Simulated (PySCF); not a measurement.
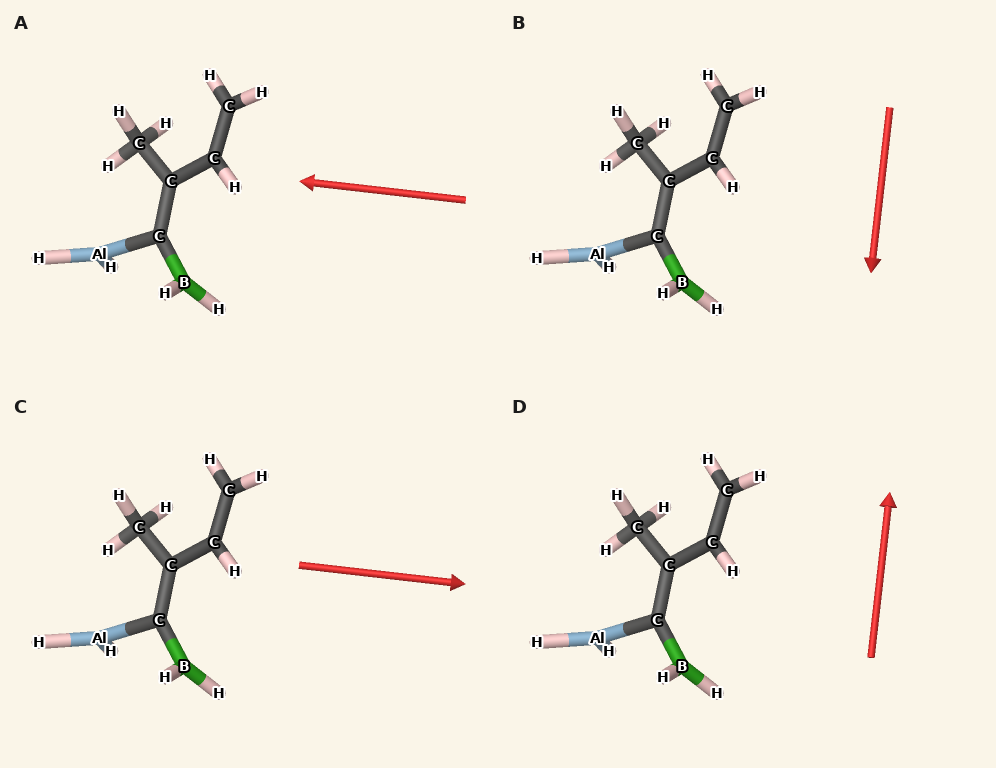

The same molecule four times, each with an arrow. The computed structure is the end point of a GFN2-xTB optimisation. No frequency run is at hand to confirm it as a minimum. Properties computed with CAM-B3LYP/def2-SVPD, gas phase (PySCF 2.14.0).

Question: Which arrow points along the dipole moment, from the negative to the positive end?

Answer: D. The dipole moment is 1.35 D.

The geometry is semi-empirical. Around Al, B such bond lengths and angles can be off by a tenth of an ångström or more and by several degrees, and values that hang on the shape move with them.
